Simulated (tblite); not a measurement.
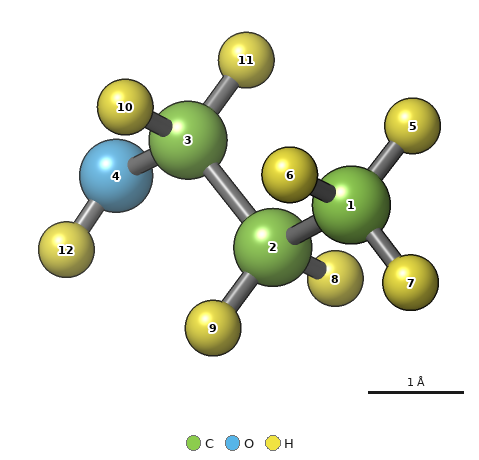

Figure 1. The structure as given in the input (ball-and-stick view, seen at a tilt; atoms are numbered from 1 in the order of the input). Bond lengths as drawn: C–C 1.52 to 1.53 Å, C–H 1.09 to 1.10 Å, C–O 1.41 Å and H–O 0.96 Å.

## Molecular dynamics of C$_{3}$H$_{8}$O

C$_{3}$H$_{8}$O (1-propanol), SMILES CCCO, computed with GFN2-xTB Langevin dynamics, gas phase (tblite 0.8.0).

It belongs to a series of runs on one base structure; here: H on C replaced by CH2OH.

Input file:
```
{"job": {"kind": "md", "xc": "GFN2-xTB", "basis": "xTB", "temperature": 200, "steps": 2000, "every": 50}, "charge": 0, "multiplicity": 1}
C     -1.523407     0.009341     0.098320
C     -0.145848     0.097353    -0.544508
C      0.962582    -0.242131     0.452407
O      2.247833    -0.196129    -0.121347
H     -1.707140    -0.996673     0.468204
H     -1.598567     0.701535     0.934528
H     -2.296094     0.257833    -0.625021
H     -0.082892    -0.592303    -1.388644
H      0.015632     1.109862    -0.927059
H      0.903222     0.438136     1.315867
H      0.842690    -1.266025     0.814198
H      2.383187     0.678516    -0.502974
```

The first line tells a small driver script what to run in tblite; the rest is the geometry in Å.

Hardware: 1 CPU thread, shared host.

Command:
```bash
OMP_NUM_THREADS=1 python <driver script> task.json out
```

What the program printed:
```
t/fs     T/K      E/eV
    0.0   174.3   -396.15941
   25.0    76.1   -395.98874
   50.0   172.7   -395.93027
   75.0   160.3   -395.92587
  100.0   150.5   -395.97021
  125.0   173.8   -395.98582
  150.0   100.9   -395.90943
  175.0   161.7   -395.91813
  200.0   110.9   -395.85988
  225.0   164.8   -395.98279
  250.0   175.9   -395.93774
  275.0   244.4   -396.01831
  300.0   161.9   -395.90248
  325.0   225.4   -395.95581
  350.0   230.8   -395.94436
  375.0   179.6   -395.98872
  400.0   243.7   -396.02569
  425.0   131.4   -395.96919
  450.0   209.8   -395.94919
  475.0   152.3   -395.84950
  500.0   184.8   -395.97487
  525.0   151.8   -395.94057
  550.0   161.5   -395.99020
  575.0   235.1   -395.95236
  600.0   163.7   -395.83845
  625.0   132.0   -395.86139
  650.0   216.5   -395.90307
  675.0   259.8   -395.85494
  700.0   204.7   -395.81911
  725.0   218.8   -395.83707
  750.0   191.1   -395.88973
  775.0   207.4   -395.99281
  800.0   145.3   -395.88009
  825.0   181.7   -395.92558
  850.0   200.9   -395.98445
  875.0   192.8   -395.88382
  900.0   183.4   -395.90582
  925.0   195.5   -395.95629
  950.0   190.4   -395.91919
  975.0   196.7   -395.92587
 1000.0   244.3   -395.97464
```

Trajectory as extended XYZ (Å, eV, eV/Å), 17 of the 41 frames kept, from step=0 to step=40:
```
12
Properties=species:S:1:pos:R:3:forces:R:3 step=0 time_fs=0.0 energy=-396.15941 temperature=174.3
C    -1.5234    0.0093    0.0983    0.0025  -0.0002  -0.0034
C    -0.1458    0.0974   -0.5445   -0.0020   0.0017  -0.0015
C     0.9626   -0.2421    0.4524   -0.0029   0.0012  -0.0006
O     2.2478   -0.1961   -0.1213   -0.0029  -0.0015  -0.0022
H    -1.7071   -0.9967    0.4682   -0.0025   0.0062  -0.0001
H    -1.5986    0.7015    0.9345   -0.0035  -0.0082  -0.0028
H    -2.2961    0.2578   -0.6250   -0.0010  -0.0024   0.0048
H    -0.0829   -0.5923   -1.3886    0.0004   0.0017   0.0006
H     0.0156    1.1099   -0.9271   -0.0003   0.0007   0.0004
H     0.9032    0.4381    1.3159    0.0042   0.0010  -0.0002
H     0.8427   -1.2660    0.8142    0.0022   0.0020   0.0029
H     2.3832    0.6785   -0.5030    0.0057  -0.0021   0.0020
12
Properties=species:S:1:pos:R:3:forces:R:3 step=2 time_fs=50.0 energy=-395.93027 temperature=172.7
C    -1.5931    0.0574    0.1656    0.0075   0.2159   0.9040
C    -0.2523    0.2127   -0.5024    1.4150  -1.6880   0.7649
C     0.8951   -0.1644    0.4897    0.3655   0.5122  -0.4197
O     2.2007   -0.1125   -0.0998   -0.3256   0.2971  -0.1336
H    -1.6436   -0.8749    0.7560    0.0259   0.3745  -0.4326
H    -1.8025    0.8854    0.8732    0.0405  -0.3911  -0.5631
H    -2.2992    0.0273   -0.6367   -0.8337   0.0616  -0.0441
H    -0.1479   -0.5667   -1.2661   -0.2113   0.1979  -0.2494
H    -0.1007    1.1575   -0.9760    0.0340   0.7538  -0.0311
H     0.8786    0.4776    1.4132   -0.0908  -0.5266  -0.6084
H     0.7750   -1.2410    0.7235    0.0413   0.6454   0.2848
H     2.3738    0.7130   -0.5989   -0.4683  -0.4530   0.5281
12
Properties=species:S:1:pos:R:3:forces:R:3 step=5 time_fs=125.0 energy=-395.98582 temperature=173.8
C    -1.8321    0.1949    0.2229   -0.5877  -0.0566  -0.2725
C    -0.4780    0.2884   -0.4557    0.1930   0.3846  -1.5637
C     0.6603   -0.0298    0.4786    0.8926  -0.0100  -0.2729
O     1.9454    0.2035   -0.1050   -0.4032  -0.2353  -0.0203
H    -1.9839   -0.8016    0.6430   -0.0470   0.0041  -0.2856
H    -1.9065    0.8723    1.0740    0.1157   0.1877  -0.1991
H    -2.6572    0.4333   -0.4892    0.6436  -0.2626   0.5552
H    -0.3334   -0.4370   -1.2923   -0.6326   0.2821   0.4220
H    -0.3515    1.2864   -0.9704   -0.0765  -0.6231   0.8161
H     0.6372    0.5136    1.3942   -0.3530   0.7996   0.9324
H     0.5893   -1.0785    0.7600    0.3151  -0.2536  -0.1760
H     1.9992    1.1378   -0.3517   -0.0599  -0.2169   0.0645
12
Properties=species:S:1:pos:R:3:forces:R:3 step=8 time_fs=200.0 energy=-395.85988 temperature=110.9
C    -1.9876    0.2688    0.3125   -1.5351  -0.2273  -1.0121
C    -0.6213    0.2714   -0.3637    0.1014   0.8124   0.8592
C     0.5480    0.0132    0.5806   -0.3145  -0.0905   1.1040
O     1.7724    0.0923   -0.0442    1.1258  -0.0272  -0.5939
H    -2.2298   -0.6503    0.8729    0.3443   0.4769  -0.1557
H    -2.0939    1.1659    0.9678    0.0624  -0.8760  -0.4722
H    -2.7917    0.3339   -0.5244    1.1743   0.0584   1.3858
H    -0.4580   -0.3883   -1.2036   -0.5251  -0.2574  -0.1790
H    -0.5407    1.3023   -0.6924    0.3748   0.2467  -0.5382
H     0.5477    0.6274    1.5028   -0.3149   0.3670  -0.3363
H     0.5472   -0.9951    0.9664   -0.3719  -0.7099  -0.0086
H     1.9667    0.9862   -0.3369   -0.1216   0.2269  -0.0531
12
Properties=species:S:1:pos:R:3:forces:R:3 step=10 time_fs=250.0 energy=-395.93774 temperature=175.9
C    -1.9110    0.4114    0.3877   -1.0080  -1.5007  -0.3314
C    -0.6501    0.2210   -0.3811    1.5109   0.1401   1.1226
C     0.4695   -0.0776    0.6741    0.2405   0.4820  -0.3570
O     1.7612   -0.1140    0.0921   -0.1550  -0.7599   0.2617
H    -2.1251   -0.4716    1.0135    0.1974   0.4675  -0.0217
H    -1.9036    1.2922    0.9556    0.0027   1.0164   0.8681
H    -2.7046    0.4514   -0.3295   -0.7791   0.2563  -0.3086
H    -0.7366   -0.6475   -1.0071    0.0746  -0.1359  -0.6183
H    -0.4261    1.1566   -0.9492    0.0782  -0.8451   0.2489
H     0.4850    0.7443    1.4164   -0.2719  -0.2337   0.0161
H     0.3231   -1.0465    1.2154    0.0344   0.7329  -0.6267
H     1.8457    0.6412   -0.4824    0.0753   0.3803  -0.2536
12
Properties=species:S:1:pos:R:3:forces:R:3 step=12 time_fs=300.0 energy=-395.90248 temperature=161.9
C    -2.0063    0.5783    0.4252    1.5255   0.4522   1.4087
C    -0.6243    0.2788   -0.1875   -0.0112  -0.7353  -1.7790
C     0.4565   -0.2623    0.7331    0.0480   0.4726  -0.1794
O     1.7199   -0.3840    0.1225    0.2252   0.1316  -0.3428
H    -2.4544   -0.3275    0.7846   -0.3478  -0.5222  -0.2061
H    -1.8237    1.1578    1.3948   -0.4097  -0.1913  -1.4583
H    -2.6531    1.0920   -0.2802    0.1441   0.0215   0.2887
H    -0.6776   -0.5170   -0.9859   -0.4912   0.7280   0.4335
H    -0.2113    1.1562   -0.7170   -0.2906   0.0042   0.3659
H     0.5060    0.3853    1.5902    0.2365   0.3856   0.8111
H     0.2250   -1.2649    1.0403   -0.2039  -0.5005   0.3118
H     2.0175    0.4356   -0.3143   -0.4250  -0.2463   0.3457
12
Properties=species:S:1:pos:R:3:forces:R:3 step=15 time_fs=375.0 energy=-395.98872 temperature=179.6
C    -2.0239    0.6815    0.5267   -0.4366  -1.0717   0.1373
C    -0.6022    0.5540    0.0600    1.5402   0.1556  -0.1820
C     0.1709   -0.6030    0.7515    0.0966   1.1091  -0.0169
O     1.4758   -0.8314    0.2314   -0.9217  -0.9115   0.5660
H    -2.4551   -0.3345    0.6185    0.1401   0.4736   0.1944
H    -2.0774    1.1909    1.4848   -0.1254  -0.0602  -0.0664
H    -2.6288    1.1732   -0.2135   -0.1586   0.4975  -0.1147
H    -0.5216    0.4449   -1.0240   -0.2939  -0.4014  -0.0723
H    -0.0511    1.4894    0.2477   -0.1151  -0.0603   0.2212
H     0.2178   -0.3678    1.8331    0.1454  -0.1155  -0.2095
H    -0.3769   -1.5131    0.6251   -0.3012  -0.6938  -0.0727
H     1.8003   -0.0391   -0.1504    0.4303   1.0787  -0.3846
12
Properties=species:S:1:pos:R:3:forces:R:3 step=18 time_fs=450.0 energy=-395.94919 temperature=209.8
C    -1.9267    0.6954    0.8535    0.1220   0.3946  -0.1432
C    -0.5691    0.3536    0.1921    0.5293   1.7239   1.2403
C     0.1235   -0.8679    0.7465   -1.5356  -1.4135  -0.0976
O     1.4392   -1.0953    0.3630   -0.1855  -0.4033  -0.5616
H    -2.6390   -0.0901    0.6244   -0.1160   0.0049  -0.0932
H    -1.8846    0.7763    1.9479    0.2747  -0.0281  -0.3578
H    -2.3225    1.6696    0.4648    0.4226  -0.9115   0.2441
H    -0.7218    0.3347   -0.8654    0.1351  -0.1711  -0.6468
H     0.1717    1.1556    0.4519   -0.7017   0.0397  -0.4991
H     0.0675   -0.8156    1.8241   -0.0388   0.0553   0.7572
H    -0.4813   -1.7537    0.4492    0.5425   0.1101   0.0646
H     1.9170   -0.2938    0.5307    0.5514   0.5990   0.0931
12
Properties=species:S:1:pos:R:3:forces:R:3 step=20 time_fs=500.0 energy=-395.97487 temperature=184.8
C    -1.7023    0.5315    1.0593   -1.4770   0.3423   0.1083
C    -0.4501    0.2795    0.2910    0.6209  -0.0510  -0.4845
C     0.0935   -1.0554    0.8083    0.5724   0.6833   0.2683
O     1.4004   -1.2811    0.3607    0.4100  -0.3913  -0.1293
H    -2.4175   -0.3176    0.9182    0.5833   0.6795   0.1895
H    -1.4993    0.6587    2.1157    0.0238  -0.1868   0.1996
H    -2.2138    1.4447    0.7458    0.0301  -0.0864  -0.1385
H    -0.6667    0.2553   -0.8028    0.2438  -0.2362   0.7052
H     0.3451    1.0347    0.4326   -0.5150  -0.0030   0.1074
H     0.1004   -1.0970    1.9171   -0.2624   0.2178  -0.2707
H    -0.5531   -1.8234    0.4546   -0.2291  -0.9172  -0.3719
H     1.9817   -0.6885    0.8537   -0.0008  -0.0512  -0.1835
12
Properties=species:S:1:pos:R:3:forces:R:3 step=22 time_fs=550.0 energy=-395.99020 temperature=161.5
C    -1.6818    0.4978    1.1025   -0.0111   0.0277   0.6275
C    -0.3871    0.0754    0.4532    0.1160  -0.7020  -0.0339
C     0.1745   -1.2891    0.9222   -0.0144   0.0453  -1.1623
O     1.4288   -1.5171    0.2521   -0.7772  -0.3449   0.3330
H    -2.5311   -0.0785    0.8165   -0.4916  -0.5129  -0.6875
H    -1.6696    0.3786    2.1820    0.4178   0.2104   0.2163
H    -1.8696    1.5303    0.8643   -0.1551   0.3665  -0.0160
H    -0.4975    0.0637   -0.6364   -0.0920  -0.2133   0.0856
H     0.3649    0.8131    0.6539    0.4993   0.5880   0.2995
H     0.3335   -1.3298    2.0182   -0.2958  -0.0225  -0.4364
H    -0.5362   -2.0824    0.5485    0.8718   0.4894   0.6541
H     1.9942   -0.7458    0.3549   -0.0677   0.0684   0.1201
12
Properties=species:S:1:pos:R:3:forces:R:3 step=25 time_fs=625.0 energy=-395.86139 temperature=132.0
C    -1.8193    0.3551    0.9088   -0.5245   0.4362  -0.6022
C    -0.3570    0.2416    0.5266   -0.1415   0.7863  -0.9442
C     0.1697   -1.1181    0.9175   -0.1115   0.0674   1.4115
O     1.2745   -1.5942    0.2500    0.0829  -0.7829  -1.1224
H    -2.4392   -0.2954    0.2982    0.0212  -0.0746  -0.1807
H    -1.9180    0.0013    1.9061   -0.2914   0.1004   0.9884
H    -2.2288    1.3785    0.7928    0.4169  -0.5581   0.2199
H    -0.2882    0.1950   -0.5592    0.1183   0.7289  -0.2679
H     0.1702    1.1455    0.9345   -0.0128  -1.0926  -0.3410
H     0.3462   -1.1075    1.9833    0.2785  -0.0554   0.8923
H    -0.5853   -1.8764    0.7773   -0.5283  -0.2036  -0.3960
H     2.0750   -1.1703    0.5120    0.6921   0.6480   0.3423
12
Properties=species:S:1:pos:R:3:forces:R:3 step=28 time_fs=700.0 energy=-395.81911 temperature=204.7
C    -1.8255    0.5238    0.7748   -1.1157  -0.1851  -1.3844
C    -0.3867    0.1762    0.5086    0.9435   0.5735  -1.0737
C    -0.0359   -1.2927    0.7497   -0.1003   0.9461   0.9578
O     1.2768   -1.5477    0.3437   -0.2650  -1.0177  -0.1228
H    -2.4552   -0.3661    0.4661    0.4064   1.1629   0.7410
H    -2.0677    0.9508    1.7413    0.1742  -0.7663   0.3445
H    -2.0672    1.3490    0.0993   -0.2735  -0.1293  -0.1607
H    -0.0986    0.4085   -0.5666   -0.5785  -0.3840   0.8652
H     0.2502    0.8702    1.0648    0.1732  -0.3201   0.3705
H    -0.2875   -1.5150    1.8328    0.6355  -0.1237  -0.7594
H    -0.6337   -1.9203    0.1201   -0.5001  -0.3922  -0.2810
H     1.8768   -0.9334    0.7357    0.5002   0.6358   0.5030
12
Properties=species:S:1:pos:R:3:forces:R:3 step=30 time_fs=750.0 energy=-395.88973 temperature=191.1
C    -1.8522    0.5978    0.6921    1.7026  -0.2136   0.3819
C    -0.3734    0.3301    0.2630    0.7104   1.1035   1.0393
C     0.0381   -1.1239    0.5461   -0.7431  -0.0016  -0.7133
O     1.3942   -1.4738    0.4769    0.0649   0.6724   0.6298
H    -2.3922   -0.1540    0.1992   -1.0376  -1.1875  -0.3520
H    -1.9544    0.4879    1.7938   -0.0159   0.2978  -0.8617
H    -2.2537    1.5218    0.3093    0.2979   0.4726   0.3012
H    -0.1839    0.5837   -0.7646   -0.3200  -0.0660  -0.6184
H     0.3374    1.0036    0.8075   -0.5836  -0.3576   0.0250
H    -0.4103   -1.3597    1.4997    0.0264  -0.4296   0.6243
H    -0.4288   -1.7516   -0.2133   -0.1753  -0.1611  -0.0676
H     1.8205   -1.0905    1.2620    0.0733  -0.1294  -0.3887
12
Properties=species:S:1:pos:R:3:forces:R:3 step=32 time_fs=800.0 energy=-395.88009 temperature=145.3
C    -1.7303    0.6979    0.6092   -1.7343   0.7882   0.3904
C    -0.3502    0.2760    0.2542   -0.2948  -0.9923  -2.0742
C    -0.0428   -1.2028    0.5831    0.5365   1.0793   0.0332
O     1.3719   -1.3338    0.5260   -0.3821  -0.0068   0.7602
H    -2.5668    0.4737   -0.1021    1.0615  -0.0483   0.3145
H    -1.9931    0.2090    1.5428   -0.2421   0.1550   0.2421
H    -1.7547    1.7917    0.7690   -0.0938  -0.4779  -0.0415
H    -0.2159    0.4152   -0.8402    0.1632  -0.0642   0.4418
H     0.3621    0.9112    0.7283    0.5529   0.3662   0.5773
H    -0.4743   -1.4326    1.5681    0.3477  -0.1296   0.1295
H    -0.4643   -1.8944   -0.1266   -0.0827  -0.1496  -0.3811
H     1.6954   -0.6499    1.1432    0.1679  -0.5199  -0.3922
12
Properties=species:S:1:pos:R:3:forces:R:3 step=35 time_fs=875.0 energy=-395.88382 temperature=192.8
C    -1.7917    0.5602    0.7340    1.0133   0.8268   0.4001
C    -0.3166    0.1770    0.3790   -1.4163   1.4984   0.2343
C    -0.0143   -1.2467    0.7749   -0.7130   0.3311   0.0777
O     1.2945   -1.4900    0.4231    1.5800  -0.1955   0.8696
H    -2.4116   -0.3017    0.7041   -0.5239  -0.5674  -0.3474
H    -1.8514    0.9500    1.7473    0.2239  -0.1916   0.3029
H    -2.2083    1.3806    0.1500    0.2136  -0.3470  -0.4423
H    -0.1665    0.2734   -0.7036    0.0039  -0.0159   0.2136
H     0.3701    0.8947    0.8779   -0.2909  -0.4124  -0.2056
H    -0.3046   -1.4604    1.8429    0.5364   0.1137  -0.6625
H    -0.5833   -1.8798    0.1120   -0.4465  -0.5355  -0.0105
H     1.8489   -0.8636    0.9370   -0.1804  -0.5049  -0.4300
12
Properties=species:S:1:pos:R:3:forces:R:3 step=38 time_fs=950.0 energy=-395.91919 temperature=190.4
C    -1.6882    0.3272    1.0442    0.1198   0.5521   0.1691
C    -0.3029    0.1589    0.4534   -0.2174  -0.9687   0.1300
C     0.1815   -1.2265    0.9792   -0.1326   0.5717  -1.2686
O     1.3626   -1.6618    0.3605    0.6636   0.4879   0.3282
H    -2.3646   -0.2464    0.4302   -0.4907   0.0704   0.1882
H    -1.6494   -0.0665    2.0626   -0.3653   0.0790  -0.1321
H    -1.9685    1.3863    1.1093   -0.1557  -0.3927  -0.2249
H    -0.3022    0.1806   -0.6271   -0.2614  -0.3186  -0.4222
H     0.3104    0.9949    0.7131    0.7896   0.2472   0.7216
H     0.2011   -1.1689    2.0621    0.5252  -0.1339   0.3937
H    -0.5281   -2.0098    0.6920   -0.2215   0.2193   0.0865
H     2.0171   -0.9392    0.4010   -0.2536  -0.4138   0.0304
12
Properties=species:S:1:pos:R:3:forces:R:3 step=40 time_fs=1000.0 energy=-395.97464 temperature=244.3
C    -1.7545    0.2270    1.1491   -0.0362  -0.5087  -0.8044
C    -0.3475   -0.0188    0.5668   -0.7308   0.5220  -0.4723
C     0.2270   -1.3817    0.9536   -0.7319   0.5489   1.0415
O     1.4086   -1.6344    0.2782    0.7489  -0.2214  -0.0478
H    -2.4753   -0.3890    0.5964    0.1400  -0.0685   0.2623
H    -1.8136   -0.0511    2.2023    0.0524   0.3694  -0.1649
H    -2.0560    1.2522    0.9406    0.1176   0.0123   0.4624
H    -0.4345   -0.0023   -0.5442    0.2469   0.3324   0.6473
H     0.3054    0.8144    0.9380   -0.2351  -0.7932  -0.4997
H     0.3413   -1.2768    2.0695    0.2629  -0.7255  -0.5148
H    -0.4570   -2.2351    0.7279    0.4037   0.7128   0.1102
H     2.0391   -0.9131    0.4341   -0.2383  -0.1803  -0.0198
```

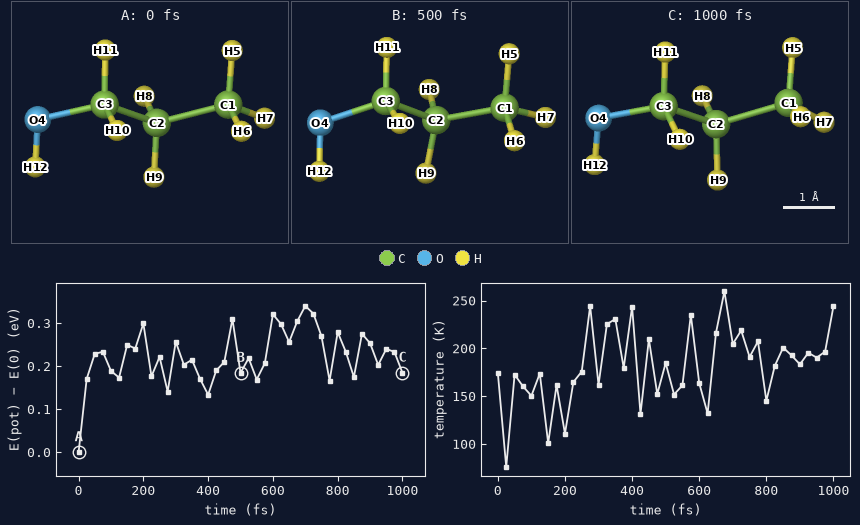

Figure 2. Frames of the molecular dynamics (ball-and-stick, seen at a tilt) above the curves, on which the letters mark them. The trajectory kept here has 41 frames over 1000 fs. The temperature starts at 174 K, ranges from 76 to 260 K and averages 193 K over the second half. The potential energy ends 0.185 eV above its first value. After an unweighted best fit of the last frame on the first, the root-mean-square displacement is 0.15 Å, and H6 has moved furthest (0.26 Å).

Summary:

- outcome: finished
- mean temperature over the second half: 193 K
- trajectory: 41 frames kept, 1000 fs
- wall time: 4.9 s
- peak memory: 0.18 GiB
